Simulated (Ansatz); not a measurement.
```xyz
4

N     1.1424    0.5543   -0.3485
O    -1.0843   -0.5425    0.4305
Sb    0.5705    0.1130    1.4496
Si   -0.2633   -0.3512   -1.0828
```

Geometry: B3LYP-D3(BJ)/def2-SVP; core potentials replace the inner electrons of Sb.

Method: isolated molecule in a Gaussian basis; Kohn-Sham density functional theory, functional PBE0 in Ansatz.

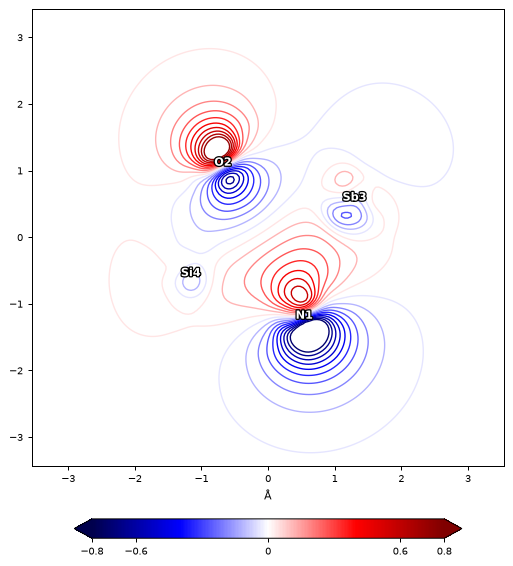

NOSbSi (SMILES [N]1=[Si]2[O][Sb]12). The HOMO−1 on the molecular plane (values in Å⁻³ᐟ²; the overall sign is arbitrary).

Describe this orbital and give its energy.

Answer. Its weight (Hirshfeld) is mainly on N1 (about 50 %), O2 (about 25 %) and Sb3 (about 15 %); largely a combination of lone pairs on N1 and O2. Its energy is −7.41 eV.
